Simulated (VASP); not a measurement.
Band structure of BP (relaxed from the alpha-GeTe structure, space group F-43m). Computed with r2SCAN meta-GGA, VASP's PBE PAW potentials (set 64) (plane waves; VASP).

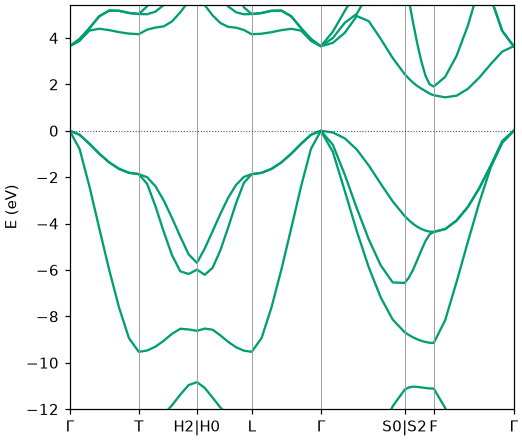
Bands along high-symmetry lines, zero at the valence-band maximum or, without a gap, the Fermi level

Read the plot: is there a gap, and where are the band edges?

The gap is indirect, 1.44 eV, from the valence maximum at Γ to the conduction minimum at F-Γ at 0.14.

The structure was generated: BP was put into the alpha-GeTe type (R3m), which need not be its known phase. It was relaxed first, which changed the volume by +17 %. The relaxed cell has space group F-43m.
